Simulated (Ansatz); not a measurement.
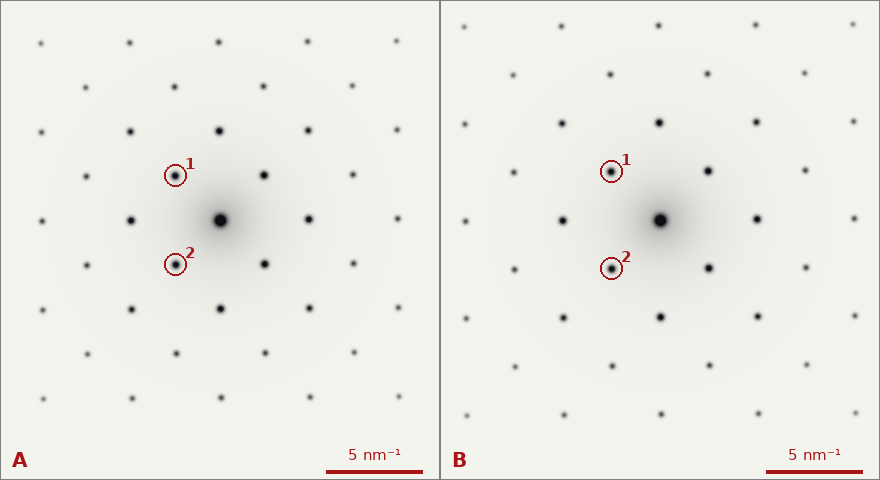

Kinematic electron diffraction patterns (200 kV, B = 0.5 Å², same scale) along [001] of the run's own cell, for the start and the end of one relaxation of CaBiO with DFT, PAW plane waves, pbe in Ansatz 0.2.0. k mesh 8×8×5. The start is a generated model structure, and the relaxation ends in the nearest stationary point of its symmetry, not necessarily the ground state. Spot 1 is -1 -1 0 and spot 2 is 1 -1 0 in both.

Start structure:

```
Bi O Ca
1.0
     3.92834    0.00000    0.00000
     0.00000    3.92834    0.00000
     0.00000    0.00000    7.44264
Bi O Ca
2 2 2
Direct
  0.00000 0.50000 0.17100
  0.50000 0.00000 0.82900
  0.00000 0.00000 0.00000
  0.50000 0.50000 0.00000
  0.00000 0.50000 0.65000
  0.50000 0.00000 0.35000
```

> Which pattern belongs to the start structure, and which to the relaxed one?

B is the start: its cell gives d(1) = 2.778 Å, d(2) = 2.778 Å and an angle of 90.0°. A is the relaxed structure, with d(1) = 3.037 Å (+9.3 %), d(2) = 3.037 Å (+9.3 %) and 90.0°.

> What did the relaxation do to the structure and the energy?

The volume changed by +22.5 % to 23.45 Å³ an atom; with the mean shift removed, the atoms moved by up to 1.98 Å relative to the cell (Ca most); the space group stayed P4/nmm (No. 129); the free energy fell by 1400 meV an atom. Relaxed cell: a = 4.294 Å, b = 4.294 Å, c = 7.630 Å, α = 90.00°, β = 90.00°, γ = 90.00°.
